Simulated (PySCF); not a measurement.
# ClH2Si, doublet, SMILES `Cl[SiH2]`: electronic structure

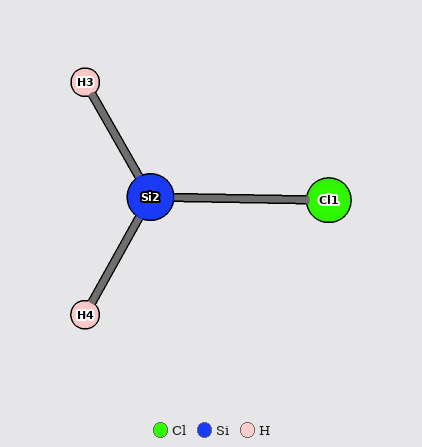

The molecule, with its atoms numbered as below. No frequency check shows the geometry to be a minimum.

Coordinates in Å:

```
Cl1     -1.0114   -0.0000    0.0149
Si2      1.0081   -0.0001   -0.0871
H3       1.5392    1.2254    0.4826
H4       1.5401   -1.2240    0.4832
```

## 1. Bonding charge

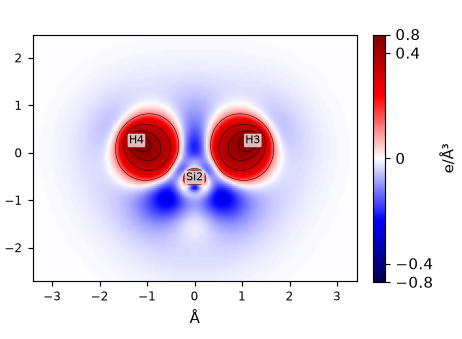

Deformation density (molecule less spherical, spin-averaged free atoms) in the plane of Si2, H3 and H4; colour scale in e/Å³, logarithmic beyond ±0.1; red: gain, blue: loss.

PySCF calculation, B3LYP/6-311+G**, gas phase; geometry: GFN2-xTB. The stability of the open-shell solution wasn't checked. GFN2-xTB doesn't know the spin state, so this open-shell geometry is rough.

Question: Describe the bonding that the map shows.

Answer: Si2–H4 and Si2–H3: +0.22 e/Å³ at the bond critical point (bond length 1.45 Å). In all, 0.9 electrons gather in the regions of gain relative to the promolecule.

Question: Where do the Hirshfeld charges lie?

Answer: The highest Hirshfeld charge is on Si2 (+0.27 e), the lowest on Cl1 (−0.12 e).

```json
{"atom": "Cl1", "charge (e)": "−0.12"}
{"atom": "Si2", "charge (e)": "+0.27"}
{"atom": "H3", "charge (e)": "−0.07"}
{"atom": "H4", "charge (e)": "−0.07"}
```

## 2. Bond critical points

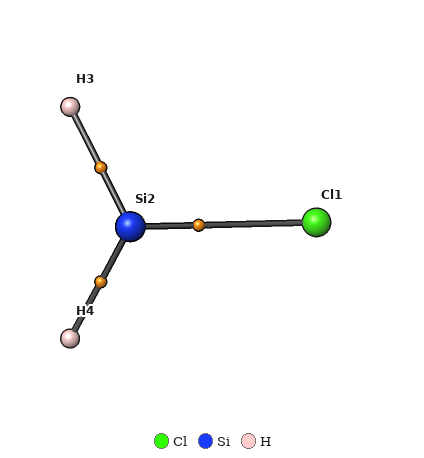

Molecular graph of the electron density (QTAIM): bond paths, bond critical points (orange), ring points (yellow, if any); weak paths are dashed.

Question: How many critical points of each kind are there, and does the count close?

Answer: 4 nuclei, 3 bond, 0 ring and 0 cage critical points: 4 − 3 + 0 − 0 = 1, as the Poincaré–Hopf relation requires.

Question: What does the calculation give at each kind of bond critical point?

Answer:
```json
{"bond": "Si2–H4 (2 alike)", "length (Å)": "1.451", "ρ (a.u.)": "0.126", "∇²ρ (a.u.)": "+0.25", "ε": "0.09", "H (a.u.)": "−0.080"}
{"bond": "Cl1–Si2", "length (Å)": "2.022", "ρ (a.u.)": "0.103", "∇²ρ (a.u.)": "+0.25", "ε": "0.11", "H (a.u.)": "−0.057"}
```

Question: What kind of interaction is Cl1–Si2?

Answer: Polar or intermediate (positive Laplacian, negative energy density H): ρ = 0.103, ∇²ρ = +0.25, H = −0.057 a.u.

## 3. Local ionisation energy

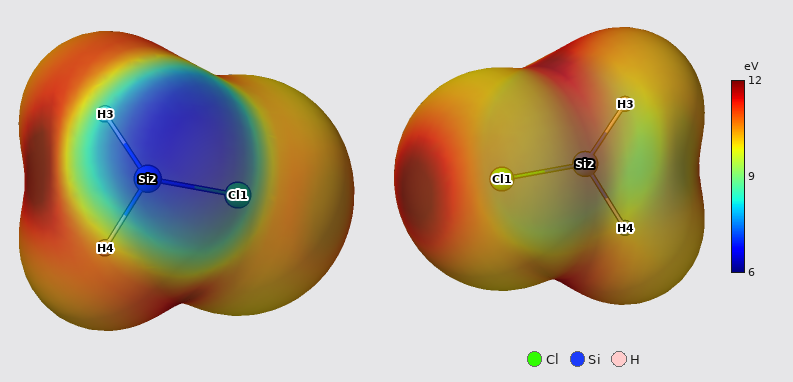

Average local ionisation energy on the surface of electron density 0.001 a.u. (back view left, front view right).

Question: Locate the minima of the map.

Answer: The lowest value is 6.7 eV, 2.4 Å from Si2. Further minima include 9.3 eV, near H4 (2.11 Å), H3 (2.14 Å) and Si2 (2.22 Å); 10.0 eV, 2.2 Å from Cl1. For comparison, the highest occupied orbital lies at −6.0 eV.

Question: What volume does the surface enclose, and what is the dipole moment?

Answer: About 82 Å³; the dipole moment is 1.4 D.

## 4. Spin density

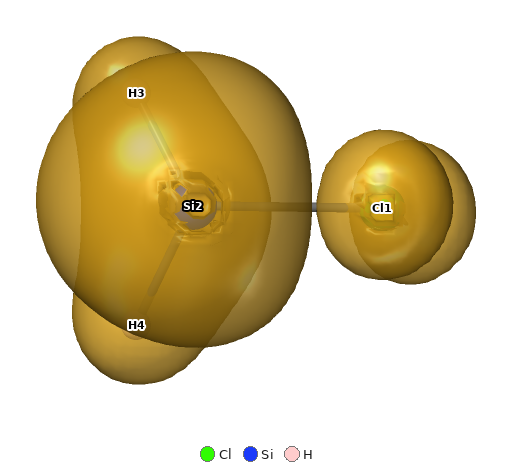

Spin density ρα − ρβ at ±0.01 e/Å³ (yellow: excess α, teal: excess β).

Question: Give the atomic spin populations that go with this picture.

Answer: Hirshfeld spin populations: Si2 +0.76, Cl1 +0.12 and H3 and H4 +0.06. ⟨S²⟩ = 0.75, as for a pure state.

## 5. In an electric field

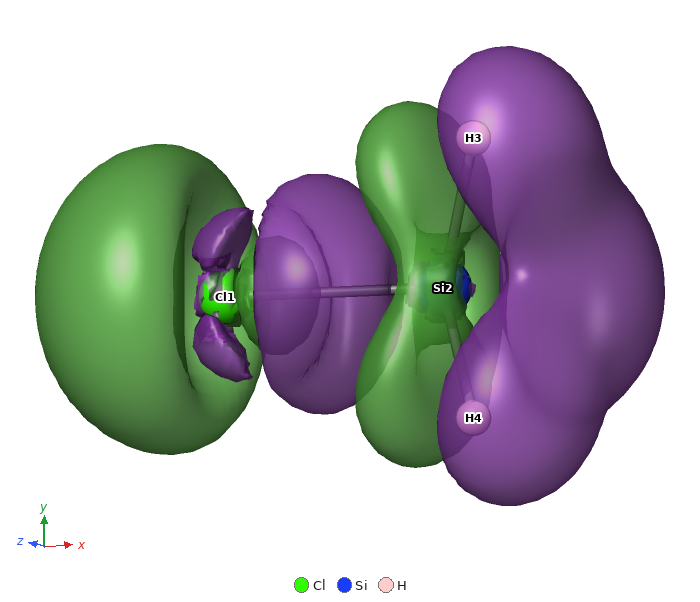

Change of the electron density in a uniform field of 0.10 V/Å, surfaces at ±0.0006 e/Å³ (purple: gain, green: loss).

Method: CAM-B3LYP/aug-cc-pVDZ; geometry: GFN2-xTB; program: PySCF. The stability of the open-shell solution wasn't checked. GFN2-xTB doesn't know the spin state, so this open-shell geometry is rough.

Question: Along which Cartesian direction does the field point?

Answer: Along −x: electrons gather on the +x side, against the field.

Question: What dipole is induced, and what polarisability does it imply?

Answer: The induced dipole is 0.27 D (along the field); α along this axis, from the fields in both directions, is 52 bohr³ (7.7 Å³).

Question: Which atoms gain and lose the most charge?

Answer: Electrons gather most on Si2 (Hirshfeld charge changes by −0.006 e) and leave Cl1 most (+0.012 e); 0.021 electrons are displaced in all.

The PySCF runs shown took 4.5 s and 11 s on 1 thread of Intel(R) Xeon(R) Platinum 8488C (Sapphire Rapids), with other jobs on the host.
